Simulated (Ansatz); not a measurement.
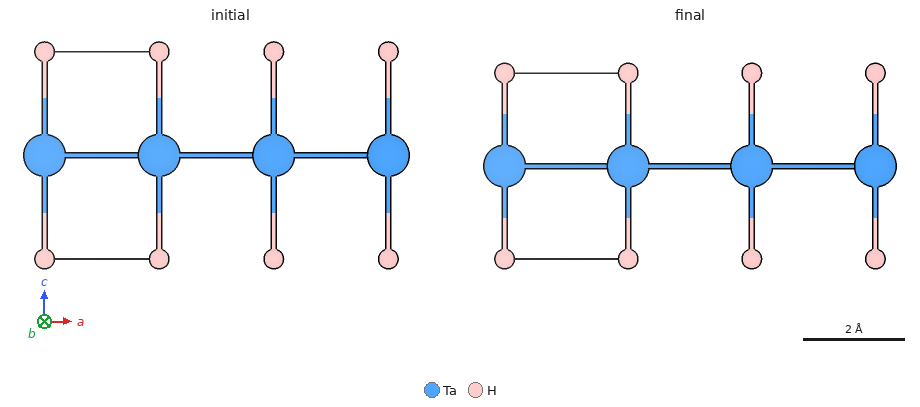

The structure of a crystal of TaH (a generated structure, set up in P6/mmm) (coarse preliminary run) before (left) and after (right) a relaxation, at one scale.

A ball-and-stick model of the cell of the calculation, repeated 3 × 1 × 1 with one cell outlined, seen along the b axis.

All numbers below come from DFT PBE, scalar-relativistic, plane waves, PAW in Ansatz 0.2.0. (plane-wave cutoff 420 eV; k-point mesh 9 × 9 × 4; occupations gaussian; smearing width 0.1 eV; no spin polarisation; cell and atoms relaxed; force threshold 0.04 eV/Å; at most 70 steps)

Describe what moved and what it gained.

No atom moves by more than 0.005 Å relative to the cell. Cell: a = b 2.643 → 2.851 Å (+7.9 %), c 4.141 → 3.715 Å (−10.3 %). Volume +4.4 %. Among the contacts that change: H–Ta 2.071 → 1.858 Å, Ta–Ta 2.643 → 2.851 Å. The space group stays P6/mmm (No. 191). The energy falls by 289 meV per atom in 5 accepted moves (6 points after the start). All forces vanish by symmetry, so only the cell relaxes. The pressure goes from 13.85 to 0.11 GPa. At 1 point the geometry stayed and the basis and grid were re-selected for the new cell (energy shift of 1.5 meV per atom at most each time).

Limits of the set-up: the k-point mesh is coarse for a cell with partly filled bands.
